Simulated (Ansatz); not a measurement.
**[BH3]− (SMILES [BH3-]) at UPBE/6-31G(d) (spherical functions)**

Aim: the vertical doublet–quartet gap of [BH3]− at UPBE/6-31G* (spherical functions), from 2 runs. 

Program for the calculation: Ansatz 0.2.0.

2 further runs of the same task are left out: 2 set aside as unsound or not needed.

### Step 1. The molecule

[BH3]−: 4 atoms, total charge -1, spin state doublet. As SMILES, `[BH3-]`. Geometry: relaxed at GFN2-xTB.

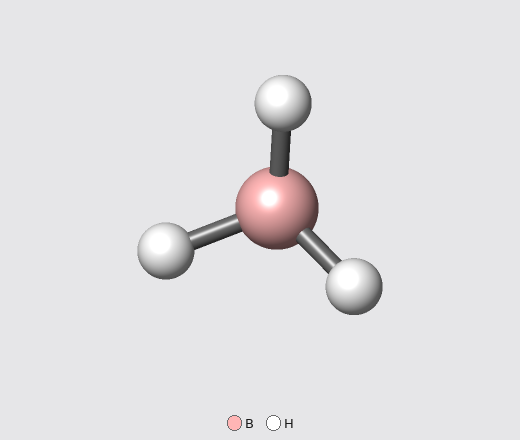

Viewed from a chosen angle; boron pink, hydrogen white.

### Step 2. The energy at UPBE/6-31G(d) (spherical functions)

Input file in.yaml:

```yaml
basis:
  gaussian: {orbitals: 6-31G_st_-spherical.json}
crystal:
  periodic: [false, false, false]
  atoms:
    - {symbol: B, position_ang: [0.150430, -0.037330, -0.233800]}
    - {symbol: H, position_ang: [0.917080, 0.452560, 0.628490]}
    - {symbol: H, position_ang: [-0.279230, -1.161080, 0.118390]}
    - {symbol: H, position_ang: [-0.788270, 0.745860, -0.513080]}
total_charge: -1
magnetization: {spin_polarized: true, initial_magnetization: 1}
hamiltonian: {xc: pbe}
accuracy: high
```

The basis set 6-31G* is read from a file made from the Basis Set Exchange's data (not shown).

Run with:

```console
$ ansatz run in.yaml --threads 1 --pin off --max-ram 2610MiB --events-out events.jsonl --progress --plain --runs-dir runs
```

Log:

```text
Warning: RAYON_NUM_THREADS=1 ignored (pool sized by the plan → 1); use --threads N
Functional definition: PBE
  name "PBE"
  parameter kappa = 0.804
  parameter beta = 0.06672455060314922
  exchange = pbe_x(kappa = kappa, mu = beta*pi^2/3)
  correlation = pbe_c(beta = beta)
417 factors; integrals over basis functions are off by at most 3.9e-9 eV
mean field evaluation 1: about -721.1924 eV, gradient 4.3e0 eV
mean field evaluation 2: about -721.3015 eV, gradient 2.3e0 eV
mean field evaluation 4: about -721.3429 eV, gradient 1.2e-1 eV
mean field evaluation 8: about -721.3380 eV, gradient 7.8e-4 eV
mean field evaluation 16: about -721.3380 eV, gradient 1.1e-7 eV
mean field -721.33803095 eV, -26.5086836970 hartree, gradient 1.1e-8 eV, S^2 0.753103; 0 other end points of the search recorded, 0 dependent functions left out
reference -721.33803294 eV, -26.5086837702 hartree; 5, 4 occupied and 15, 16 virtual orbitals, 417 factors
Total energy: -721.33803294 eV, -26.5086837702 hartree
```

It took 0.93 s on 1 thread of Arm Neoverse V1, shared host; peak memory 0.1 GiB.

### Step 3. The quartet at the same level

Input file run.yaml:

```yaml
crystal:
  periodic: [false, false, false]
  atoms:
    - {symbol: B, position_ang: [0.150430, -0.037330, -0.233800]}
    - {symbol: H, position_ang: [0.917080, 0.452560, 0.628490]}
    - {symbol: H, position_ang: [-0.279230, -1.161080, 0.118390]}
    - {symbol: H, position_ang: [-0.788270, 0.745860, -0.513080]}
basis:
  gaussian: {orbitals: 6-31G_st_-spherical.json}
total_charge: -1
magnetization: {spin_polarized: true, initial_magnetization: 3}
hamiltonian: {xc: pbe}
accuracy: high
```

The basis set 6-31G* is read from a file made from the Basis Set Exchange's data (not shown).

Run with:

```console
$ ansatz run run.yaml --threads 1 --pin off --max-ram 2610MiB --events-out events.jsonl --progress --plain --runs-dir runs
```

Log (excerpt; [...] marks lines left out):

```text
Warning: RAYON_NUM_THREADS=1 ignored (pool sized by the plan → 1); use --threads N
[... 6 set-up lines as earlier in the session ...]
417 factors; integrals over basis functions are off by at most 3.9e-9 eV
mean field evaluation 1: about -711.5703 eV, gradient 4.9e0 eV
mean field evaluation 2: about -708.3810 eV, gradient 1.7e1 eV
mean field evaluation 4: about -712.0029 eV, gradient 1.4e0 eV
mean field evaluation 8: about -712.0461 eV, gradient 1.9e-1 eV
mean field evaluation 16: about -712.0465 eV, gradient 1.6e-5 eV
mean field evaluation 32: about -711.9831 eV, gradient 1.2e0 eV
mean field evaluation 64: about -711.5380 eV, gradient 1.3e0 eV
mean field -712.04650072 eV, -26.1672262590 hartree, gradient 4.1e-8 eV, S^2 3.753433; 8 other end points of the search recorded, 0 dependent functions left out
reference -712.04650297 eV, -26.1672263416 hartree; 6, 3 occupied and 14, 17 virtual orbitals, 417 factors
Total energy: -712.04650297 eV, -26.1672263416 hartree
```

It took 2.6 s on 1 thread of Arm Neoverse V1, shared host; peak memory 0.1 GiB.

### Step 4. What came out

At UPBE/6-31G* (spherical functions):

| quantity | value |
| --- | --- |
| doublet: total energy | -26.50868 Eh |
| doublet: ⟨S²⟩ | 0.753 |
| quartet: total energy | -26.16723 Eh |
| quartet: ⟨S²⟩ | 3.753 |
| vertical energy of the quartet above the doublet | 9.292 eV |

At this shape the quartet lies 9.29 eV (214 kcal/mol) above the doublet. For an anion a state so high probably lies above electron detachment.
